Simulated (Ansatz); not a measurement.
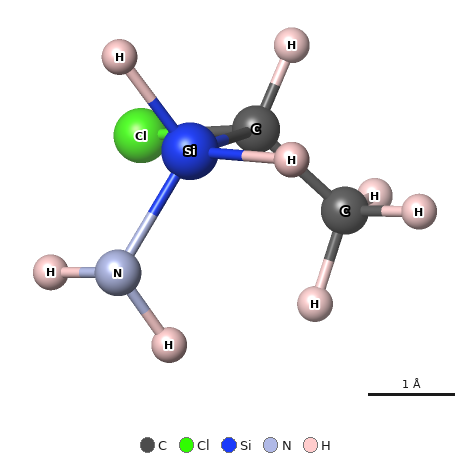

The input geometry (ball-and-stick view, seen at a tilt). Bond lengths as drawn: C–C 1.46 Å, C–Cl 1.80 Å, C–H 1.07 to 1.15 Å, C–Si 1.93 Å, H–N 1.00 to 1.08 Å, H–Si 1.43 to 1.54 Å and N–Si 1.66 Å.

# Run report: C2H8ClNSi, geometry relaxation

C2H8ClNSi, computed with RKS r2SCANh-D4/6-31G* (Ansatz 0.2.0).

It belongs to a series of runs on one base structure; here: end point A relaxed.

### Input
```yaml
crystal:
  periodic: [false, false, false]
  atoms:
    - { symbol: C, position_ang: [-1.5995, 0.0907, -0.3021] }
    - { symbol: C, position_ang: [-0.3834, -0.6574, -0.6199] }
    - { symbol: Cl, position_ang: [0.2466, -0.109, -2.2131] }
    - { symbol: Si, position_ang: [1.0611, -0.5103, 0.6482] }
    - { symbol: "N", position_ang: [1.6767, 1.0273, 0.7334] }
    - { symbol: H, position_ang: [-1.4529, 1.2273, -0.2336] }
    - { symbol: H, position_ang: [-2.0691, -0.1886, 0.6357] }
    - { symbol: H, position_ang: [-2.3591, 0.0068, -1.1064] }
    - { symbol: H, position_ang: [-0.6395, -1.6927, -0.7018] }
    - { symbol: H, position_ang: [2.0978, -1.4483, 0.365] }
    - { symbol: H, position_ang: [0.4446, -0.8247, 2.0191] }
    - { symbol: H, position_ang: [2.0889, 1.2894, -0.138] }
    - { symbol: H, position_ang: [0.9083, 1.7546, 0.9283] }
basis:
  gaussian: { orbitals: "6-31G*" }
hamiltonian:
  xc: r2scanh
  dispersion: d4
relax:
  f_tol: 0.015
  max_steps: 40
```

Machine: 2 threads of AMD EPYC (Zen 3), 24 GiB of memory available, shared host.

Command:
```bash
ansatz run input.yaml --threads 2 --pin off --max-ram 3072MiB --backend cpu --events-out ev --progress --plain --runs-dir out
```

### What the program printed
```
The last accepted step is kept in [file] (removed where the run ends without a failure and the disk answers)
Engine: ansatz 0.2.0, x86_64-unknown-linux-gnu
Functional definition: r2SCANh
  parameter a = 0.1
  parameter k0 = 0.174
  parameter k1 = 0.065
  parameter a1 = 4.9479
  exchange = (1 - a)*r2scan_x(k0 = k0, k1 = k1, a1 = a1) + a*exact_x
  correlation = r2scan_c
1128 factors; integrals over basis functions are off by at most 5.7e-4 eV
mean field evaluation 1: about -24081.6447 eV, gradient 6.3e1 eV
mean field evaluation 2: about -24073.6034 eV, gradient 8.4e1 eV
mean field evaluation 4: about -24090.0390 eV, gradient 2.9e0 eV
mean field evaluation 8: about -24090.0649 eV, gradient 5.8e-2 eV
mean field evaluation 16: about -24090.0649 eV, gradient 6.6e-6 eV
mean field -24090.06490227 eV, -885.2935563260 hartree, gradient 6.6e-6 eV, S^2 0.000000; 0 other end points of the search recorded, 0 dependent functions left out
the calculation of the forces begins
reference -24090.06491052 eV, -885.2935566292 hartree; 29, 29 occupied and 70, 70 virtual orbitals, 1128 factors
relax step   1: F+E_penalty+E_count = -24090.14865549 eV  Δ(F+E_penalty+E_count) = +0.000e0 eV  max|allowed force component| = 3.377e0 eV/Å  Δτ_max = 0.0000 Å  (26 SCF iters, accepted)
these checks for a lower state are left out or cut short: starts, cluster_reference, orbital_swaps, neighbouring_geometries, increment
1128 factors; integrals over basis functions are off by at most 5.5e-4 eV
mean field -24090.43600698 eV, -885.3071941726 hartree, gradient 1.8e-5 eV, S^2 0.000000; 0 other end points of the search recorded, 0 dependent functions left out
[... from here on the field's lines of each further geometry are left out, up to the last ...]
relax step   2: F+E_penalty+E_count = -24090.51939603 eV  Δ(F+E_penalty+E_count) = -3.707e-1 eV  max|allowed force component| = 1.511e0 eV/Å  Δτ_max = 0.1423 Å  (28 SCF iters, accepted)
relax step   3: F+E_penalty+E_count = -24090.59473666 eV  Δ(F+E_penalty+E_count) = -7.534e-2 eV  max|allowed force component| = 3.236e-1 eV/Å  Δτ_max = 0.0668 Å  (29 SCF iters, accepted)
relax step   4: F+E_penalty+E_count = -24090.60366790 eV  Δ(F+E_penalty+E_count) = -8.931e-3 eV  max|allowed force component| = 1.833e-1 eV/Å  Δτ_max = 0.0610 Å  (28 SCF iters, accepted)
relax step   5: F+E_penalty+E_count = -24090.60779174 eV  Δ(F+E_penalty+E_count) = -4.124e-3 eV  max|allowed force component| = 2.855e-1 eV/Å  Δτ_max = 0.0667 Å  (28 SCF iters, accepted)
relax step   6: F+E_penalty+E_count = -24090.61044296 eV  Δ(F+E_penalty+E_count) = -2.651e-3 eV  max|allowed force component| = 1.900e-1 eV/Å  Δτ_max = 0.0354 Å  (28 SCF iters, accepted)
relax step   7: F+E_penalty+E_count = -24090.58306827 eV  Δ(F+E_penalty+E_count) = +2.737e-2 eV  max|allowed force component| = 6.871e-1 eV/Å  Δτ_max = 0.0541 Å  (28 SCF iters, rejected (line search))
relax step   8: F+E_penalty+E_count = -24090.61200287 eV  Δ(F+E_penalty+E_count) = -1.560e-3 eV  max|allowed force component| = 4.759e-2 eV/Å  Δτ_max = 0.0270 Å  (28 SCF iters, accepted)
relax step   9: F+E_penalty+E_count = -24090.58117626 eV  Δ(F+E_penalty+E_count) = +3.083e-2 eV  max|allowed force component| = 6.387e-1 eV/Å  Δτ_max = 0.0580 Å  (28 SCF iters, rejected (line search))
relax step  10: F+E_penalty+E_count = -24090.61268291 eV  Δ(F+E_penalty+E_count) = -6.800e-4 eV  max|allowed force component| = 8.800e-3 eV/Å  Δτ_max = 0.0290 Å  (28 SCF iters, accepted)
relax step  11: F+E_penalty+E_count = -24090.61277983 eV  Δ(F+E_penalty+E_count) = -9.692e-5 eV  max|allowed force component| = 1.937e-2 eV/Å  Δτ_max = 0.0159 Å  (28 SCF iters, accepted)
the calculation of the forces begins
reference -24090.52976065 eV, -885.3106395563 hartree; 29, 29 occupied and 70, 70 virtual orbitals, 1128 factors
relax step  12: F+E_penalty+E_count = -24090.61281131 eV  Δ(F+E_penalty+E_count) = -3.148e-5 eV  max|allowed force component| = 5.303e-3 eV/Å  Δτ_max = 0.0058 Å  (22 SCF iters, accepted)
1128 factors; integrals over basis functions are off by at most 5.6e-4 eV
mean field evaluation 96: about -24074.3297 eV, gradient 8.3e1 eV
```

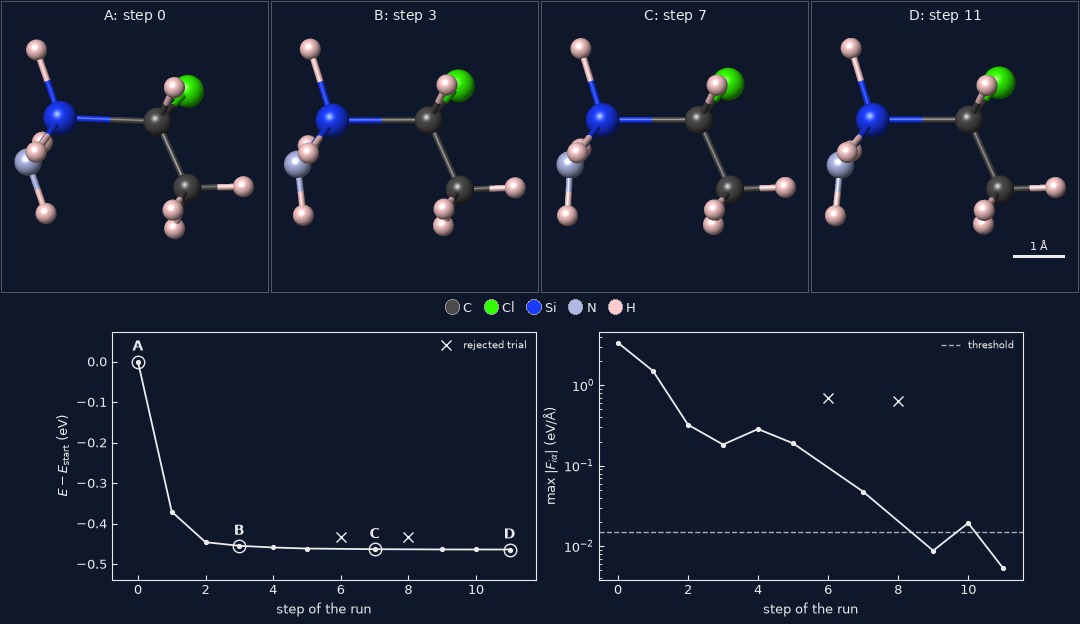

Frames of the relaxation (ball-and-stick view, seen at a tilt) above the curves, on which the letters mark them (the first geometry is step 0 here and step 1 in the log).

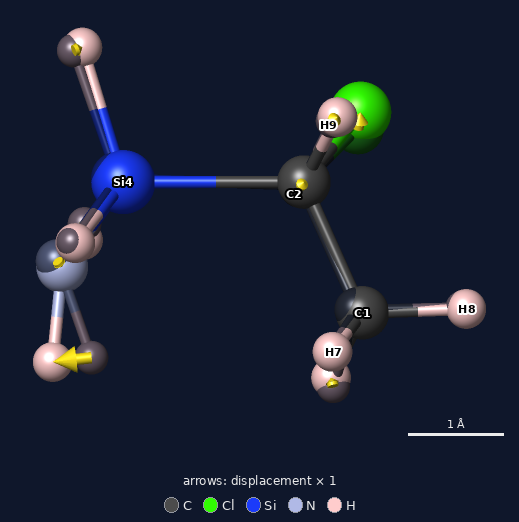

Start (faint) and end (solid) with the displacements as yellow arrows, at true length (ball-and-stick view, seen at a tilt). The two geometries are laid on each other by the best rigid fit. The largest move after the best rigid fit is that of H13, 0.41 Å. Largest moves by element: H 0.41 Å, Cl 0.19 Å, N 0.09 Å, C 0.08 Å, Si 0.07 Å. Among the contacts that change: N5–H13 1.076 → 1.009 Å, Si4–N5 1.658 → 1.720 Å, Si4–H10 1.426 → 1.483 Å, C1–C2 1.463 → 1.518 Å. Among the angles that change: Si4–N5–H12 110.6° → 119.6°, Si4–N5–H13 111.8° → 120.0°, H6–C1–H8 101.9° → 108.3°. The energy falls by 0.464 eV in 11 geometry steps. The largest force component goes from 3.4 to 0.0053 eV/Å. The line search rejected the trial steps at points 6, 8 (counted from 0) and went back. (Atoms are counted from 1 in the order of the input.)

```
mean field -24090.52975231 eV, -885.3106392500 hartree, gradient 2.6e-5 eV, S^2 0.000000; 1 other end points of the search recorded, 0 dependent functions left out
the calculation of the forces begins
reference -24090.52976065 eV, -885.3106395563 hartree; 29, 29 occupied and 70, 70 virtual orbitals, 1128 factors
Total energy: -24090.61281964 eV, -885.3136919180 hartree
Atom 0 at    -1.645364     0.119708    -0.338141 Å, force     0.000158     0.001729    -0.001005 eV/Å
Atom 1 at    -0.419650    -0.731791    -0.615653 Å, force     0.000939     0.000204     0.000784 eV/Å
Atom 2 at     0.268830    -0.295398    -2.254512 Å, force    -0.000967     0.000060     0.003387 eV/Å
Atom 3 at     0.997326    -0.495190     0.634663 Å, force     0.002678     0.001569    -0.000503 eV/Å
Atom 4 at     1.637255     1.100305     0.696713 Å, force    -0.002101    -0.005303    -0.000178 eV/Å
Atom 5 at    -1.379494     1.179221    -0.271730 Å, force    -0.000374    -0.000670    -0.000890 eV/Å
Atom 6 at    -2.087063    -0.184991     0.618031 Å, force    -0.000121     0.000197    -0.000288 eV/Å
Atom 7 at    -2.403321     0.004926    -1.118736 Å, force     0.000454     0.000110     0.000261 eV/Å
Atom 8 at    -0.697370    -1.787291    -0.702802 Å, force    -0.000290    -0.000247     0.000321 eV/Å
Atom 9 at     2.065405    -1.457012     0.268288 Å, force     0.000278     0.000897    -0.000011 eV/Å
Atom 10 at     0.443529    -0.795404     1.984295 Å, force     0.000139    -0.001203    -0.002033 eV/Å
Atom 11 at     2.071334     1.497079    -0.125313 Å, force     0.000457    -0.000914    -0.001582 eV/Å
Atom 12 at     1.169085     1.810938     1.239696 Å, force    -0.001249     0.003570     0.001737 eV/Å
Dipole moment:    -0.259424     0.193138     0.287702 e Å
```

### Trajectory as extended XYZ (Å, eV, eV/Å), 12 frames, from step=1 to step=12
```
13
Properties=species:S:1:pos:R:3:forces:R:3 step=1 energy=-24090.14866
C    -1.5995    0.0907   -0.3021   -1.7337   2.9733  -0.2961
C    -0.3834   -0.6574   -0.6199    1.4507  -0.3071   0.6205
Cl    0.2466   -0.1090   -2.2131    0.2325  -0.0336  -0.4398
Si    1.0611   -0.5103    0.6482   -2.4311  -1.3907   1.0995
N     1.6767    1.0273    0.7334   -1.1628   3.3768   0.7398
H    -1.4529    1.2273   -0.2336    0.1926  -1.3988  -0.0017
H    -2.0691   -0.1886    0.6357    0.0111  -0.3952   0.2887
H    -2.3591    0.0068   -1.1064    0.2263  -0.2311   0.3416
H    -0.6395   -1.6927   -0.7018   -0.1149  -0.9622  -0.4150
H     2.0978   -1.4483    0.3650    0.8250  -0.7855  -0.4102
H     0.4446   -0.8247    2.0191    0.2324   0.0432  -0.6819
H     2.0889    1.2894   -0.1380    0.5695   0.4745  -0.6111
H     0.9083    1.7546    0.9283    1.7023  -1.3634  -0.2345
13
Properties=species:S:1:pos:R:3:forces:R:3 step=2 energy=-24090.51940
C    -1.6254    0.0992   -0.3073   -0.7610   1.2091  -0.1248
C    -0.3957   -0.6879   -0.6209    0.5605  -0.2218   0.4426
Cl    0.2856   -0.1729   -2.2166    0.0913   0.0717  -0.2854
Si    1.0128   -0.4782    0.6679   -0.8358  -1.0475   0.0756
N     1.6927    1.0748    0.7335   -0.5438   1.5113   0.1325
H    -1.4174    1.1907   -0.2060   -0.0032  -0.6058  -0.0729
H    -2.0788   -0.2231    0.6342    0.0660  -0.1657   0.0759
H    -2.3882    0.0024   -1.0950    0.1159  -0.0196   0.1242
H    -0.6525   -1.7400   -0.7390    0.0225  -0.2041  -0.0500
H     2.0499   -1.4531    0.3138    0.2782  -0.1775  -0.0520
H     0.4005   -0.8175    1.9946    0.1051   0.1083  -0.1411
H     2.1202    1.3548   -0.1413    0.1796   0.1026  -0.0175
H     1.0170    1.8157    0.9968    0.7247  -0.5609  -0.1072
13
Properties=species:S:1:pos:R:3:forces:R:3 step=3 energy=-24090.59474
C    -1.6576    0.1148   -0.3207   -0.0410  -0.1620   0.1493
C    -0.4070   -0.6959   -0.6154    0.0116  -0.0765   0.0421
Cl    0.2709   -0.1971   -2.2323    0.0660   0.0243  -0.0956
Si    1.0026   -0.4949    0.6599   -0.0072  -0.0291  -0.1088
N     1.6859    1.0905    0.7357    0.0577  -0.0250  -0.3236
H    -1.4296    1.1772   -0.2244    0.0511   0.1213   0.0066
H    -2.0890   -0.2303    0.6279    0.0056   0.0307  -0.0295
H    -2.4186    0.0024   -1.0984    0.0418  -0.0314  -0.0417
H    -0.6562   -1.7562   -0.7353   -0.0447   0.0257   0.0071
H     2.0750   -1.4635    0.3083   -0.0668   0.0638   0.0134
H     0.4128   -0.8035    1.9868   -0.0269  -0.0251   0.0732
H     2.1662    1.3914   -0.1098   -0.0303  -0.0387   0.1804
H     1.0652    1.8302    1.0324   -0.0170   0.1220   0.1271
13
Properties=species:S:1:pos:R:3:forces:R:3 step=4 energy=-24090.60367
C    -1.6558    0.1111   -0.3195    0.0181  -0.0687  -0.0270
C    -0.4120   -0.7079   -0.6217    0.0045  -0.0072   0.0795
Cl    0.2732   -0.2195   -2.2445   -0.0170  -0.0033   0.0097
Si    0.9916   -0.4906    0.6516    0.1117   0.0621  -0.0392
N     1.6832    1.0953    0.7282   -0.1833  -0.0528  -0.1036
H    -1.4155    1.1739   -0.2318    0.0023   0.0481   0.0063
H    -2.0873   -0.2263    0.6308    0.0096   0.0121  -0.0196
H    -2.4123   -0.0047   -1.1006   -0.0195   0.0129  -0.0094
H    -0.6723   -1.7663   -0.7332    0.0064   0.0210  -0.0081
H     2.0627   -1.4539    0.2965   -0.0090   0.0097   0.0108
H     0.4096   -0.8010    1.9853   -0.0143   0.0066   0.0133
H     2.1586    1.4128   -0.1095    0.0069  -0.0033   0.0613
H     1.0968    1.8422    1.0832    0.0836  -0.0373   0.0260
13
Properties=species:S:1:pos:R:3:forces:R:3 step=5 energy=-24090.60779
C    -1.6531    0.1128   -0.3252    0.0584   0.0044  -0.0354
C    -0.4155   -0.7197   -0.6175   -0.0330   0.0335  -0.0077
Cl    0.2676   -0.2471   -2.2484   -0.0090  -0.0129   0.0137
Si    0.9936   -0.4933    0.6431    0.0802   0.1300   0.0456
N     1.6717    1.0970    0.7172   -0.2855   0.0499   0.0773
H    -1.4013    1.1759   -0.2457   -0.0178  -0.0284  -0.0015
H    -2.0894   -0.2117    0.6264   -0.0075   0.0018   0.0062
H    -2.4075   -0.0032   -1.1088   -0.0143   0.0149   0.0067
H    -0.6851   -1.7760   -0.7226    0.0170   0.0074   0.0034
H     2.0673   -1.4500    0.2857    0.0068  -0.0217  -0.0036
H     0.4157   -0.8012    1.9815    0.0156   0.0107  -0.0093
H     2.1332    1.4412   -0.1153    0.0149   0.0206   0.0100
H     1.1234    1.8404    1.1444    0.1743  -0.2102  -0.1055
13
Properties=species:S:1:pos:R:3:forces:R:3 step=6 energy=-24090.61044
C    -1.6488    0.1160   -0.3286    0.0454   0.0116  -0.0460
C    -0.4164   -0.7247   -0.6177   -0.0360   0.0172  -0.0080
Cl    0.2682   -0.2681   -2.2536   -0.0183  -0.0084   0.0349
Si    0.9941   -0.4950    0.6393    0.0673   0.0951   0.0366
N     1.6569    1.0977    0.7106   -0.1900   0.0735   0.0722
H    -1.3905    1.1777   -0.2546   -0.0115  -0.0208  -0.0011
H    -2.0870   -0.1999    0.6251   -0.0004  -0.0050   0.0031
H    -2.4049    0.0015   -1.1108   -0.0141   0.0097   0.0059
H    -0.6902   -1.7806   -0.7150    0.0097   0.0045  -0.0002
H     2.0675   -1.4507    0.2775    0.0078  -0.0159  -0.0012
H     0.4258   -0.8015    1.9820    0.0066   0.0039  -0.0120
H     2.1126    1.4604   -0.1170    0.0010   0.0096   0.0170
H     1.1330    1.8323    1.1775    0.1325  -0.1751  -0.1012
13
Properties=species:S:1:pos:R:3:forces:R:3 step=7 energy=-24090.58307 accepted=F
C    -1.6487    0.1268   -0.3625   -0.1262  -0.2257   0.6871
C    -0.4228   -0.7370   -0.6005   -0.0028   0.1721  -0.2590
Cl    0.2304   -0.2886   -2.2376    0.3012  -0.0425  -0.3316
Si    1.0186   -0.5004    0.6373   -0.3012   0.0520  -0.0556
N     1.6404    1.1000    0.6981    0.1396  -0.0491  -0.0777
H    -1.3943    1.1869   -0.2777    0.1082  -0.0060  -0.0587
H    -2.0775   -0.1894    0.5970   -0.1412   0.1074   0.0291
H    -2.4284    0.0216   -1.1239    0.1847  -0.1123  -0.0885
H    -0.6908   -1.7958   -0.6856   -0.0803   0.0335   0.0312
H     2.0907   -1.4602    0.2774   -0.0283   0.0183  -0.0394
H     0.4496   -0.8067    1.9775    0.0439  -0.0010   0.0574
H     2.1032    1.5019   -0.1063   -0.0282  -0.0538   0.0138
H     1.1501    1.8059    1.2215   -0.0695   0.1071   0.0920
13
Properties=species:S:1:pos:R:3:forces:R:3 step=8 energy=-24090.61200
C    -1.6502    0.1155   -0.3317    0.0090   0.0050  -0.0198
C    -0.4183   -0.7262   -0.6139   -0.0088  -0.0019   0.0095
Cl    0.2801   -0.2628   -2.2408   -0.0188  -0.0149  -0.0106
Si    0.9942   -0.4960    0.6419    0.0308   0.0283  -0.0209
N     1.6457    1.0967    0.6957   -0.0453   0.0317   0.0448
H    -1.3926    1.1767   -0.2563    0.0040  -0.0062   0.0007
H    -2.0926   -0.1998    0.6205   -0.0028  -0.0044   0.0006
H    -2.4044    0.0021   -1.1162   -0.0040   0.0034   0.0051
H    -0.6920   -1.7818   -0.7158    0.0098   0.0102  -0.0075
H     2.0644   -1.4557    0.2770   -0.0038  -0.0080   0.0050
H     0.4349   -0.7968    1.9882   -0.0008   0.0052   0.0118
H     2.0990    1.4681   -0.1286   -0.0095  -0.0009   0.0113
H     1.1524    1.8250    1.1948    0.0400  -0.0476  -0.0300
13
Properties=species:S:1:pos:R:3:forces:R:3 step=9 energy=-24090.58118 accepted=F
C    -1.6485    0.1182   -0.3535   -0.0560  -0.2242   0.6387
C    -0.4190   -0.7294   -0.6039    0.0576   0.0772  -0.5156
Cl    0.2310   -0.2825   -2.2645    0.1878  -0.0024  -0.0218
Si    1.0206   -0.4980    0.6272   -0.4882   0.1014   0.4287
N     1.6368    1.1036    0.7044    0.2852  -0.1432  -0.3316
H    -1.3626    1.1655   -0.2593   -0.0709   0.1763   0.0051
H    -2.0931   -0.2109    0.5984    0.0123   0.1521  -0.0459
H    -2.4228    0.0273   -1.1196    0.1570  -0.0741  -0.1487
H    -0.6754   -1.7822   -0.7136   -0.1140  -0.1888   0.0881
H     2.0651   -1.4935    0.2974    0.0696   0.0566  -0.0874
H     0.4547   -0.7620    1.9891    0.0473  -0.0680  -0.1414
H     2.0667    1.4930   -0.1233    0.0275   0.0774   0.0032
H     1.1670    1.8161    1.2360   -0.1154   0.0598   0.1287
13
Properties=species:S:1:pos:R:3:forces:R:3 step=10 energy=-24090.61268
C    -1.6476    0.1169   -0.3349    0.0012   0.0012  -0.0028
C    -0.4185   -0.7289   -0.6155   -0.0018   0.0046  -0.0043
Cl    0.2702   -0.2795   -2.2508    0.0000  -0.0052   0.0018
Si    0.9965   -0.4943    0.6376    0.0033  -0.0013  -0.0083
N     1.6434    1.0988    0.6964   -0.0088  -0.0074   0.0036
H    -1.3858    1.1772   -0.2626    0.0001  -0.0021   0.0013
H    -2.0902   -0.1947    0.6186    0.0010   0.0010   0.0001
H    -2.4034    0.0040   -1.1177   -0.0022  -0.0001  -0.0003
H    -0.6928   -1.7846   -0.7098    0.0006   0.0003   0.0017
H     2.0639   -1.4582    0.2755    0.0011  -0.0015  -0.0004
H     0.4370   -0.7920    1.9851    0.0012   0.0004   0.0044
H     2.0847    1.4841   -0.1276   -0.0040   0.0051   0.0065
H     1.1632    1.8162    1.2203    0.0082   0.0050  -0.0034
13
Properties=species:S:1:pos:R:3:forces:R:3 step=11 energy=-24090.61278
C    -1.6462    0.1186   -0.3372   -0.0005   0.0015   0.0016
C    -0.4194   -0.7310   -0.6159    0.0036   0.0027  -0.0021
Cl    0.2690   -0.2904   -2.2537   -0.0005  -0.0016   0.0019
Si    0.9973   -0.4948    0.6350   -0.0034  -0.0007   0.0009
N     1.6392    1.0999    0.6960   -0.0170   0.0139   0.0194
H    -1.3816    1.1782   -0.2682    0.0004  -0.0006  -0.0006
H    -2.0882   -0.1888    0.6180    0.0004   0.0006  -0.0003
H    -2.4037    0.0050   -1.1184    0.0010  -0.0012  -0.0008
H    -0.6957   -1.7867   -0.7053   -0.0010  -0.0005   0.0007
H     2.0647   -1.4585    0.2715    0.0002   0.0023  -0.0019
H     0.4411   -0.7928    1.9840    0.0006  -0.0020   0.0009
H     2.0759    1.4937   -0.1262   -0.0010   0.0039  -0.0006
H     1.1681    1.8127    1.2350    0.0172  -0.0183  -0.0191
13
Properties=species:S:1:pos:R:3:forces:R:3 step=12 energy=-24090.61281
C    -1.6454    0.1197   -0.3381    0.0002   0.0017  -0.0010
C    -0.4197   -0.7318   -0.6157    0.0009   0.0002   0.0008
Cl    0.2688   -0.2954   -2.2545   -0.0010   0.0001   0.0034
Si    0.9973   -0.4952    0.6347    0.0027   0.0016  -0.0005
N     1.6373    1.1003    0.6967   -0.0021  -0.0053  -0.0002
H    -1.3795    1.1792   -0.2717   -0.0004  -0.0007  -0.0009
H    -2.0871   -0.1850    0.6180   -0.0001   0.0002  -0.0003
H    -2.4033    0.0049   -1.1187    0.0005   0.0001   0.0003
H    -0.6974   -1.7873   -0.7028   -0.0003  -0.0002   0.0003
H     2.0654   -1.4570    0.2683    0.0003   0.0009   0.0000
H     0.4435   -0.7954    1.9843    0.0001  -0.0012  -0.0020
H     2.0713    1.4971   -0.1253    0.0005  -0.0009  -0.0016
H     1.1691    1.8109    1.2397   -0.0012   0.0036   0.0017
```

### Key numbers

| quantity | value |
| --- | --- |
| outcome | converged |
| total energy | −24090.6128 eV |
| mean-field energy | −24090.5298 eV |
| largest force (length of the vector) at the end | 0.006 eV/Å |
| wall time | 51 s (CPU time 98 s) |
| peak memory | 0.27 GiB |
